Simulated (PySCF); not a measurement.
## Two runs on C2H4ClNSi

System: C2H4ClNSi, SMILES N#C[SiH2]CCl.
Method of run A: TDDFT LDA/def2-SVPD, vertical, gas phase, core orbitals frozen in the response (PySCF 2.14.0).

The geometry comes from this level: PBE0-D3(BJ)/def2-SVP. Text and figures count atoms from 1; the logs count them from 0 in places.

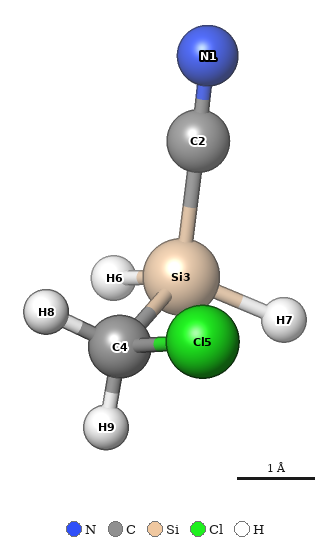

Fig. 1: The structure (ball-and-stick view, seen at an oblique angle; atoms are numbered from 1 in the order of the input).

## Input file, run A
```
{"job": {"kind": "uv", "xc": "LDA", "basis": "def2-SVPD", "ip": true}, "charge": 0, "multiplicity": 1}
N      1.457569     2.197451    -0.446987
C      0.760373     1.337863    -0.102131
Si    -0.346601    -0.059875     0.418101
C     -2.124102     0.561512     0.365346
Cl    -2.318182     1.906678     1.523596
H     -0.142201    -1.172104    -0.552173
H      0.038717    -0.462754     1.794710
H     -2.394131     0.924287    -0.637181
H     -2.827868    -0.239054     0.639203
```

The first line tells a small driver script what to run in PySCF; the rest is the geometry in Å.

Launched with:
```bash
OMP_NUM_THREADS=1 python <driver script> task.json out
```

Hardware: 1 CPU thread, shared host.

## Output (run A)
```
coarse grid: 8968 points
cycle   1  E = -878.7657539440  dE =  2.463e-01  |g| = 3.580e-01  |ddm| = 3.709e+00
cycle   2  E = -878.6152681943  dE =  1.505e-01  |g| = 8.544e-01  |ddm| = 1.463e+00
cycle   3  E = -878.7835671290  dE = -1.683e-01  |g| = 2.848e-01  |ddm| = 9.732e-01
cycle   4  E = -878.8017301857  dE = -1.816e-02  |g| = 4.815e-02  |ddm| = 2.558e-01
cycle   5  E = -878.8022002289  dE = -4.700e-04  |g| = 2.378e-02  |ddm| = 8.456e-02
cycle   6  E = -878.8023515459  dE = -1.513e-04  |g| = 4.988e-03  |ddm| = 3.168e-02
cycle   7  E = -878.8023595555  dE = -8.010e-06  |g| = 8.715e-04  |ddm| = 8.002e-03
final grid: 78568 points
cycle   8  E = -878.9116932625  dE = -1.503e-05  |g| = 2.010e-03  |ddm| = 4.289e-02
cycle   9  E = -878.9116883162  dE =  4.946e-06  |g| = 5.039e-03  |ddm| = 7.387e-03
cycle  10  E = -878.9116938983  dE = -5.582e-06  |g| = 1.511e-03  |ddm| = 4.851e-03
cycle  11  E = -878.9116944282  dE = -5.299e-07  |g| = 2.602e-04  |ddm| = 1.676e-03
cycle  12  E = -878.9116944435  dE = -1.534e-08  |g| = 9.962e-05  |ddm| = 3.959e-04
cycle  13  E = -878.9116944463  dE = -2.829e-09  |g| = 1.656e-05  |ddm| = 1.256e-04
cycle  14  E = -878.9116944464  dE = -7.253e-11  |g| = 2.917e-06  |ddm| = 2.610e-05
converged SCF energy = -878.9116944464

Static polarisability (au): isotropic 70.946, principal 58.789 74.629 79.418

Singlet excitations
state   eV       nm        f      main configurations
  1   5.5135    224.9   0.01452   H->L 0.97
  2   5.7097    217.1   0.00438   H->L+1 0.51, H-1->L 0.46
  3   5.7190    216.8   0.00609   H-1->L 0.53, H->L+1 0.45
  4   5.9738    207.5   0.00459   H-1->L+1 0.97
  5   6.3215    196.1   0.01222   H->L+2 0.95
  6   6.5961    188.0   0.00364   H-1->L+2 0.95
  7   6.6786    185.6   0.00159   H-2->L 0.87
  8   6.9324    178.8   0.00519   H-3->L 0.74, H-3->L+2 0.12
  9   7.0318    176.3   0.00028   H->L+3 0.65, H-4->L 0.19, H-2->L+1 0.13
 10   7.0792    175.1   0.00254   H-4->L 0.37, H->L+3 0.31, H-2->L+1 0.18

Triplet excitations (Tamm-Dancoff, eV): 5.3042 5.5884 5.6342 5.8370
Vertical ionisation energy (delta-SCF) = 10.6504 eV
Vertical electron affinity (delta-SCF) = -0.2649 eV
```

The input of run B differs as follows (lines with − go, lines with + come):
```diff
-"xc": "LDA"
+"xc": "BHandHLYP"
```

How does run B compare with run A?

The total energies belong to different methods, so their difference says nothing on which is more stable or more accurate. The HOMO goes from −7.47 to −9.94 eV. The LUMO goes from −2.08 to −0.03 eV. The dipole moment goes from 4.34 to 4.46 D. The lowest excitation goes from 5.51 to 6.78 eV. The strongest computed line goes from 5.51 to 7.00 eV. The functional changes from LDA to BHandHLYP. Exact exchange removes part of the self-interaction error of semilocal functionals, which pushes filled and empty levels apart. The SCF takes 13 iterations against 14.

## Output (run B)
```
coarse grid: 8968 points
cycle   1  E = -882.5236895588  dE =  3.250e-01  |g| = 4.106e-01  |ddm| = 3.418e+00
cycle   2  E = -882.4740454380  dE =  4.964e-02  |g| = 6.656e-01  |ddm| = 1.135e+00
cycle   3  E = -882.5773098359  dE = -1.033e-01  |g| = 6.249e-02  |ddm| = 6.504e-01
cycle   4  E = -882.5781260516  dE = -8.162e-04  |g| = 3.736e-02  |ddm| = 1.335e-01
cycle   5  E = -882.5784765605  dE = -3.505e-04  |g| = 7.378e-03  |ddm| = 5.278e-02
cycle   6  E = -882.5784912186  dE = -1.466e-05  |g| = 1.314e-03  |ddm| = 1.232e-02
cycle   7  E = -882.5784917435  dE = -5.249e-07  |g| = 4.065e-04  |ddm| = 2.717e-03
final grid: 78568 points
cycle   8  E = -882.6465325371  dE = -6.203e-06  |g| = 1.600e-03  |ddm| = 2.517e-02
cycle   9  E = -882.6465324875  dE =  4.956e-08  |g| = 1.731e-03  |ddm| = 4.344e-03
cycle  10  E = -882.6465332204  dE = -7.328e-07  |g| = 3.104e-04  |ddm| = 1.984e-03
cycle  11  E = -882.6465332375  dE = -1.717e-08  |g| = 1.718e-04  |ddm| = 3.817e-04
cycle  12  E = -882.6465332438  dE = -6.307e-09  |g| = 2.760e-05  |ddm| = 2.093e-04
cycle  13  E = -882.6465332441  dE = -2.515e-10  |g| = 4.834e-06  |ddm| = 4.864e-05
converged SCF energy = -882.6465332441

Static polarisability (au): isotropic 65.442, principal 54.889 69.126 72.312

Singlet excitations
state   eV       nm        f      main configurations
  1   6.7792    182.9   0.00015   H-2->L 0.34, H-3->L+1 0.22
  2   7.0008    177.1   0.02921   H->L 0.47, H->L+2 0.28, H->L+1 0.08
  3   7.1563    173.3   0.00062   H-2->L+1 0.29, H-3->L 0.25
  4   7.1737    172.8   0.00094   H-3->L+1 0.42, H-2->L 0.18
  5   7.3538    168.6   0.00186   H-1->L+2 0.38, H-1->L 0.37, H-1->L+1 0.08
  6   7.7502    160.0   0.01223   H->L 0.42, H->L+1 0.22, H->L+2 0.19
  7   8.1969    151.3   0.00550   H-1->L 0.43, H-1->L+2 0.19, H-1->L+1 0.18
  8   8.2110    151.0   0.00907   H->L+1 0.47, H->L+2 0.26
  9   8.4155    147.3   0.00492   H-4->L 0.59, H-4->L+3 0.10, H-4->L+2 0.08
 10   8.5445    145.1   0.00250   H-4->L+1 0.75

Triplet excitations (Tamm-Dancoff, eV): 5.5362 6.1141 6.1189 6.2881
Vertical ionisation energy (delta-SCF) = 11.0963 eV
```

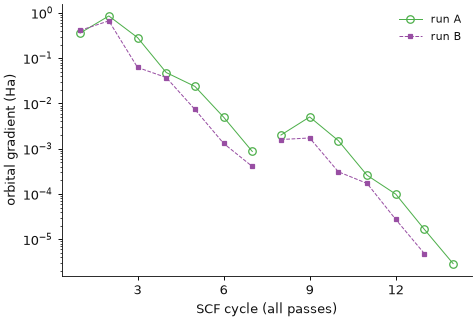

Fig. 2: Convergence of the two runs: orbital gradient against the SCF cycle. A break in a curve parts two SCF passes (coarse and final grid). Run A takes 14 cycles in all, and run B takes 13.

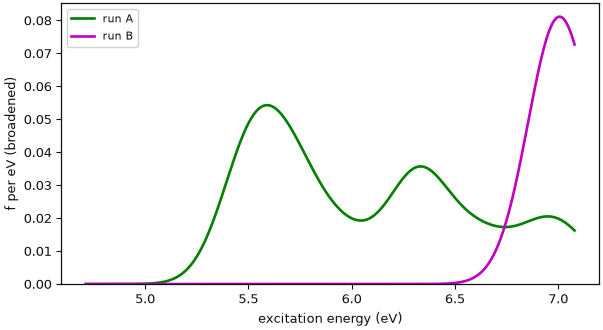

Fig. 3: Absorption of the two runs from their computed states, each broadened by a Gaussian of 0.35 eV full width; the range ends where the shorter list of states ends.

## The two runs side by side

| quantity | run A | run B |
| --- | --- | --- |
| outcome | converged | converged |
| total energy (hartree) | −878.911694 | −882.646533 |
| HOMO (eV) | −7.47 | −9.94 |
| LUMO (eV) | −2.08 | −0.03 |
| dipole moment (D) | 4.34 | 4.46 |
| lowest excitation (eV) | 5.51 | 6.78 |
| SCF iterations | 14 | 13 |
| strongest computed line (eV) | 5.51 | 7.00 |
| basis functions | 143 | 143 |
| wall time (shared host) | 76 s | 71 s |
